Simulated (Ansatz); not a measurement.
Base system: CdSe in the wurtzite structure (space group P6_3mc, No. 186; a = 4.302 Å, c = 7.021 Å). Axes: x lies along a and z along c of the hexagonal cell.

It is then changed as follows: uniaxial strain ε_yy = −1.08 %, all other strain components held at zero, atoms relaxed at fixed cell.

Level of theory: PBEsol (Ansatz, a program for electronic structure), no SOC, earlier PAW set.

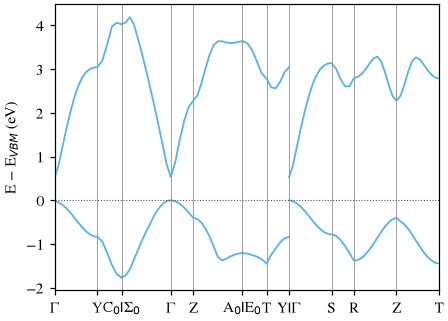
Figure: Highest valence and lowest conduction band along the path of the changed cell's own zone

The gap is 0.53 eV, direct at Γ; the base has 0.54 eV.

Whether these cells are dynamically stable was not tested. Labels are those of the standard path for the cell's own space group.
